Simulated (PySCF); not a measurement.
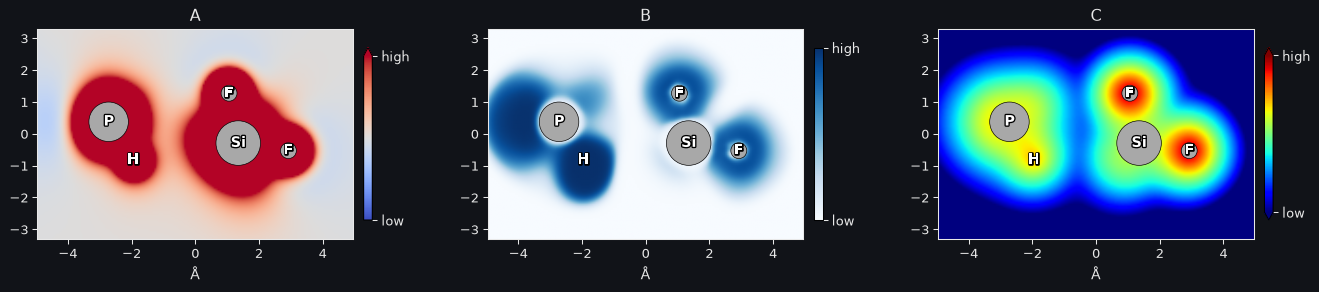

SiF$_{4}$···PH$_{3}$ (SMILES F[Si](F)(F)F.P): 3 fields on the plane of atoms F4, Si2 and F5, with unlabelled colour scales. Grey discs cover the atomic cores.

Geometry: PBE0-D3(BJ)/def2-SVPD.

All numbers below come from wB97M-D3(BJ)/def2-SVPD, SCF density, gas phase (PySCF).

Q: Which field does each panel show? The fields are: electron density, electron localisation function and electrostatic potential.

A: Panel A: electrostatic potential (strongly positive close to the atoms, with negative regions outside electron-rich atoms). Panel B: electron localisation function. Panel C: electron density. From the grid: Si2···H8 (3.35 Å): the density falls to about 0.02 e/Å³ on the way; the ELF dips to about 0 between them; a weak contact between the two molecules. Si–F (1.59 Å): the density is about 1.1 e/Å³ at the midpoint; the ELF peaks at about 0.85 in the valence shell of F, 0.6 Å from its nucleus, and is about 0.50 at the midpoint.
